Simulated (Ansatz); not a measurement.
Take MgSe in the rock salt structure (space group Fm-3m, No. 225; a = 5.472 Å) as the base. Axes: x, y, z lie along the cube axes.

Perturbation: biaxial strain +1.50 %, plane normal [001], relaxed out of plane (Cartesian); in-plane vectors clamped, the third vector and the atoms free.

Method: r2SCAN in Ansatz (plane waves to 500 eV, PAW, without spin-orbit coupling).

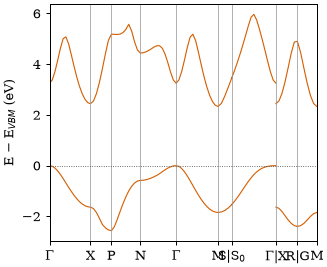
Highest valence and lowest conduction band along the path of the changed cell's own zone

Question: From the figure, how large is the changed gap, and is it direct?

Answer: About 2.3 eV, indirect, Γ → M.

Whether these cells are dynamically stable was not tested. k-point labels follow each cell's own Brillouin zone.

Ansatz is a program for electronic structure.
